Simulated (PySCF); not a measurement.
# FH3Si (SiFH3): RPA/STO-6G

What is the vertical singlet–triplet gap of FH3Si (SiFH3) at RPA/STO-6G? Input form: a Python script.

The results are computed with PySCF 2.14.0.

### Step 1. The system as given

The species is FH3Si (5 atoms), typed as a singlet with charge 0. As SMILES, `[H][Si]([H])([H])F`. Geometry: a GFN2-xTB relaxation, a rough one for these elements and not checked as a minimum.

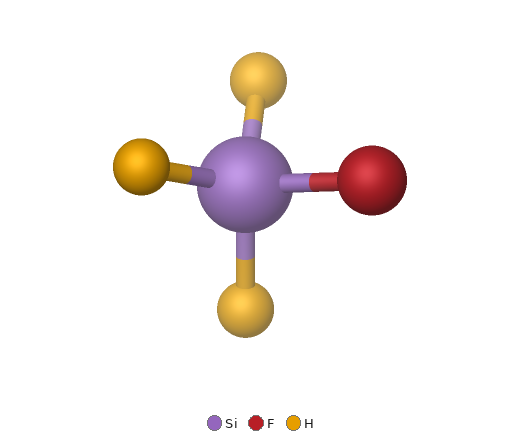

Viewed from a chosen angle; silicon purple, fluorine red, hydrogen amber.

### Step 2. The energy at RPA/STO-6G

Input file calc.py:

```python
from pyscf import gto, scf
from pyscf.gw.rpa import RPA

mol = gto.Mole()
mol.atom = '''
Si    -0.001323     0.002287    -0.176859
F      0.020522    -0.036169     2.857228
H      2.646127     0.020844    -0.911264
H     -1.340345     2.303425    -0.856764
H     -1.324981    -2.290386    -0.912341
'''
mol.max_memory = 1860
mol.basis = 'sto-6g'
mol.verbose = 4
mol.unit = 'bohr'
mol.charge = 0
mol.spin = 0
mol.build()

hf = scf.RHF(mol)
hf.conv_tol = 1e-10
hf.kernel()
if not hf.converged:
    hf = hf.newton().run(hf.mo_coeff, hf.mo_occ)

rpa = RPA(hf, frozen=6)
rpa.kernel()
e_exx = hf.e_tot
e_final = e_exx + rpa.e_corr
print('E = %.10f Eh' % e_final)
```

Run with:

```
OMP_NUM_THREADS=1 python calc.py
```

Output:

```text
PySCF version 2.14.0

[... 53 lines left out ...]
converged SCF energy = -388.61014853779
[... 8 lines left out ...]
WARN: Even tempered Gaussians are generated as DF auxbasis for  Si F H
[... 11 lines left out ...]
E = -388.6893187425 Eh
```

Wall time 1.1 s (1 thread of Arm Neoverse V1, shared host); peak memory 0.12 GiB.

### Step 3. The triplet, same level

Input file calc.py:

```python
from pyscf import gto
from pyscf.gw.urpa import URPA

system = gto.M(
    atom='''
Si  -0.000700   0.001210  -0.093590
F    0.010860  -0.019140   1.511980
H    1.400270   0.011030  -0.482220
H   -0.709280   1.218920  -0.453380
H   -0.701150  -1.212020  -0.482790
''',
    charge=0,
    max_memory=1860,
    verbose=3,
    spin=2,
    basis='sto-6g',
)

mf = system.UHF()
mf.conv_tol = 1e-10
mf.kernel()
if not mf.converged:
    mf = mf.newton().run(mf.mo_coeff, mf.mo_occ)

rpa = URPA(mf, frozen=6)
rpa.kernel()
e_exx = mf.e_tot
energy = e_exx + rpa.e_corr
print('E = %.10f Eh' % energy)
```

Run with:

```
OMP_NUM_THREADS=1 python calc.py
```

Output:

```text
WARN: HOMO 0.30647800608727 >= LUMO -0.389290383319594

WARN: HOMO 0.212003886353376 >= LUMO 0.0146181945884333

WARN: HOMO 0.110207904927121 >= LUMO 0.025783520538624

converged SCF energy = -388.239179318056  <S^2> = 2.0067195  2S+1 = 3.0044763

WARN: Even tempered Gaussians are generated as DF auxbasis for  Si F H

E(URPA) = -388.30330137321  E_corr = -0.0650615086815888  E_hf = -388.238239864529
E = -388.3042408267 Eh
```

It took 1.1 s on 1 thread of Arm Neoverse V1, shared host; peak memory 0.12 GiB.

### Step 4. Outcome

Level: RPA/STO-6G, 6 core orbitals frozen.

| quantity | value |
| --- | --- |
| singlet: total energy | -388.68932 Eh |
| singlet: dipole moment (Hartree–Fock density) | 1.46 D |
| singlet: HOMO energy (Hartree–Fock orbitals) | -10.54 eV |
| singlet: LUMO energy (Hartree–Fock orbitals) | 12.70 eV |
| singlet: HOMO–LUMO gap (Hartree–Fock orbitals) | 23.25 eV |
| singlet: RPA correlation energy (valence) | -79.2 mEh |
| triplet: total energy | -388.30424 Eh |
| triplet: dipole moment (Hartree–Fock density) | 2.07 D |
| triplet: RPA correlation energy (valence) | -65.1 mEh |
| triplet: ⟨S²⟩ | 2.007 |
| vertical energy of the triplet above the singlet | 10.479 eV |

What this shows: At this shape the triplet lies 10.48 eV (242 kcal/mol) above the singlet. Mulliken charges (singlet) of the mean-field density run from -0.36 on F2 to +0.87 on Si1; they depend strongly on the basis.
